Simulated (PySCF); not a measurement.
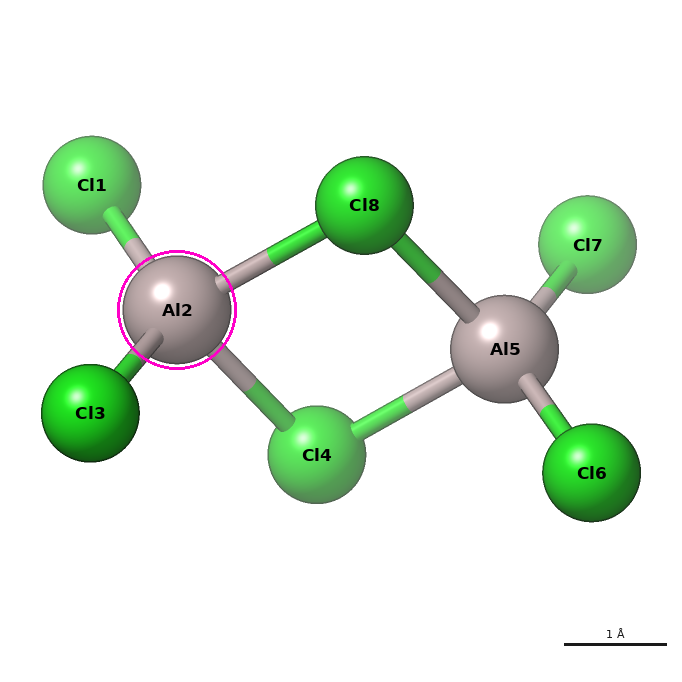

Orthographic view. Distant atoms are faded towards the background colour. Computed geometry: GFN2-xTB optimisation. No frequency run is at hand to confirm it as a minimum.

### Name the neighbours of the circled atom.

The circled atom is Al2; it is bonded to Cl1, Cl3, Cl4, Cl8.

### Which atom is farthest from the viewer?

Cl7, 1.7 Å behind the mean position.

### Which atom is nearest the viewer?

Cl3, 1.7 Å in front of the mean position.

### Of Al5 and Cl6, which is nearer the viewer?

Cl6; the bond to Al5 points away from the viewer, so it looks shorter than its 2.03 Å.
